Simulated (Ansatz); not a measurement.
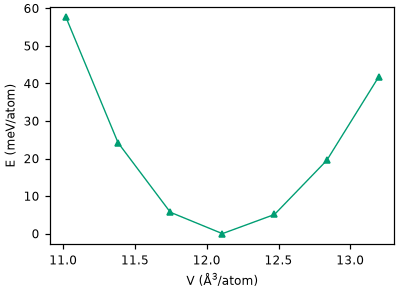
AlNi (CsCl type, Pm-3m) under volume change, DFT-PBE in the program Ansatz with PAW potentials, scaled uniformly.

Task: What does a third-order Birch–Murnaghan fit give for V₀, B₀ and B′?

Result: V₀ = 12.11 Å³/atom, B₀ = 159 GPa, B′ = 4.3.

Symmetry was held in the PBE relaxation. The workflow began spin-polarised and lost its moments.

Potentials: the later of the program's two PAW sets.
